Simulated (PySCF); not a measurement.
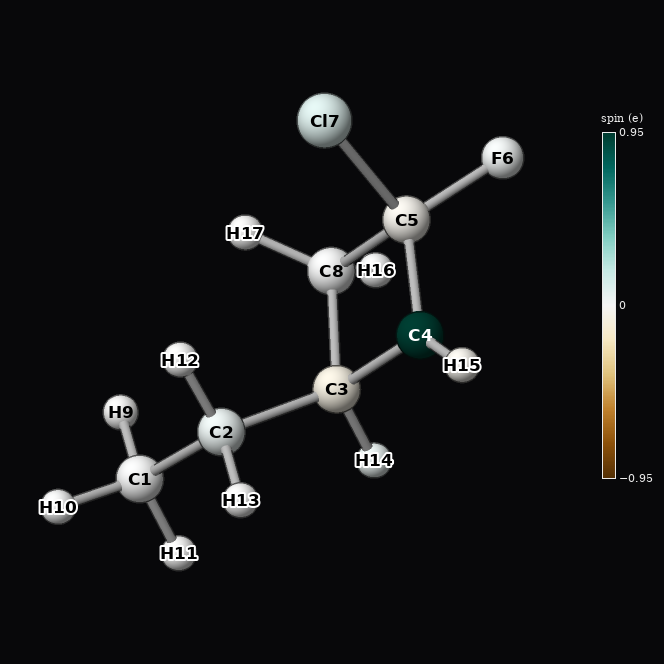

Atoms are coloured by their Mulliken spin populations. State: neutral, doublet. The geometry was computed by an optimisation with GFN2-xTB. No frequency run is at hand to confirm it as a minimum. Level of theory: UKS B3LYP, pcH-1 on C Cl F H, non-relativistic (PySCF 2.14.0).

> Which atom carries the largest spin population?

C4 (0.94 e).

> Which atom has the lowest spin population?

C3 (−0.07 e); a negative value comes from spin polarisation.

Give the Mulliken spin populations atom by atom.

```json
{"atom": "C1", "value (e)": "0.01"}
{"atom": "C2", "value (e)": "0.04"}
{"atom": "C3", "value (e)": "−0.07"}
{"atom": "C4", "value (e)": "0.94"}
{"atom": "C5", "value (e)": "−0.03"}
{"atom": "F6", "value (e)": "0.02"}
{"atom": "Cl7", "value (e)": "0.09"}
{"atom": "C8", "value (e)": "0.00"}
{"atom": "H9", "value (e)": "0.00"}
{"atom": "H10", "value (e)": "0.00"}
{"atom": "H11", "value (e)": "0.00"}
{"atom": "H12", "value (e)": "0.00"}
{"atom": "H13", "value (e)": "0.00"}
{"atom": "H14", "value (e)": "0.05"}
{"atom": "H15", "value (e)": "−0.03"}
{"atom": "H16", "value (e)": "0.00"}
{"atom": "H17", "value (e)": "0.00"}
```

Mulliken values depend strongly on the basis set.
